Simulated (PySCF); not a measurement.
## Electronic structure of C$_{4}$H$_{6}$AlFO$_{2}$ in real space

The calculation's input:

```
{"job": {"kind": "nmr", "xc": "PBE0", "basis": "pcSseg-1"}, "charge": 0, "multiplicity": 1}
C      2.513016     0.105788     0.416367
Al     0.933876    -0.085806    -0.751405
F      0.910205    -0.299633    -2.398077
O     -0.247988    -1.341294    -0.115005
C     -1.462887    -1.216913     0.202169
C     -2.150363    -0.011408     0.249086
C     -1.501315     1.166767    -0.093801
O     -0.290913     1.247868    -0.442127
H      2.329732    -0.207054     1.445447
H      3.360240    -0.477155     0.054445
H      2.856848     1.140525     0.465330
H     -1.999497    -2.138265     0.464201
H     -3.185421     0.008549     0.539704
H     -2.066211     2.107558    -0.058500
```

Run with:

```sh
OMP_NUM_THREADS=1 python probes_run.py task.json out
```

Geometry: GFN2-xTB.

Theory: PBE0/pcSseg-1, SCF density, gas phase, non-relativistic in PySCF 2.14.0.

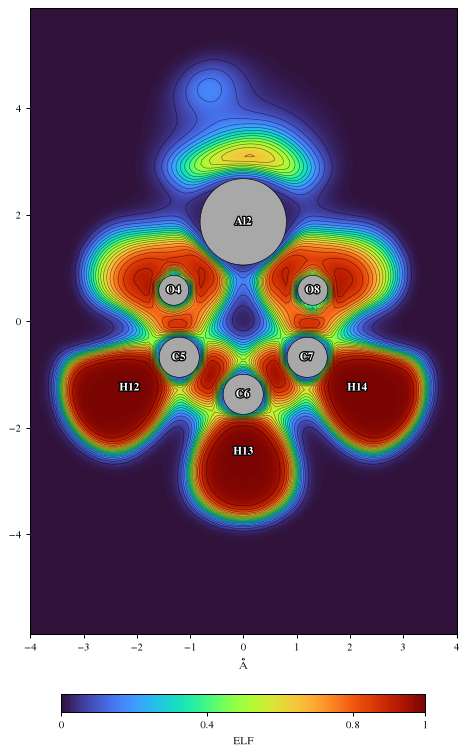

Figure 1. ELF on the plane of atoms O4, C5 and H12. Grey discs cover the atomic cores.

Interpret the plot.

Answer.
- The plane passes through Al, O, C and H nuclei.
- C–O (1.26 Å): the ELF peaks at about 0.85 between the atoms, as expected for a polar covalent bond.
- C–C (1.39 Å): the ELF peaks at about 0.95 between the atoms (localised, covalent bonding).
- Al–O (1.84 Å): the ELF peaks at about 0.90 in the valence shell of O, 0.6 Å from its nucleus, and is about 0.50 at the midpoint.
- C–H (1.08 Å): the ELF climbs to about 1 towards the hydrogen, as it does in any bond to H: a covalent bond by its length.
- The ELF also peaks beside O4 and O8, away from the bonds: lone-pair regions.

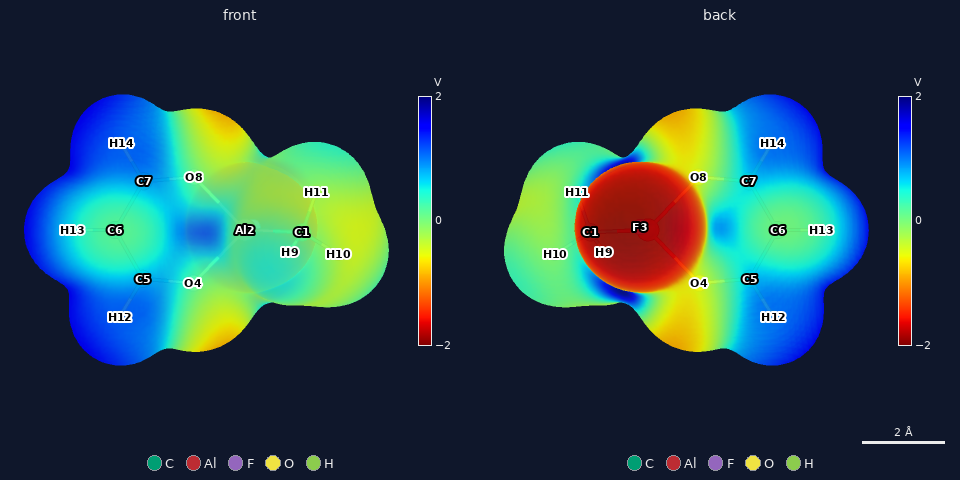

Figure 2. The molecular electrostatic potential painted on the density surface at 0.002 e/bohr³, seen from the front and from behind; the colour scale runs from red (negative) to blue (positive).

Which sites attract a positive test charge, and which a negative one?

Answer. A positive charge is drawn to the negative regions and a negative charge to the positive ones. The most negative region (about −1.9 V) lies over F3, the most positive (about +1.7 V) over Al2.

How polar is the molecule by this calculation?

Answer. Its dipole moment is 4.45 D.
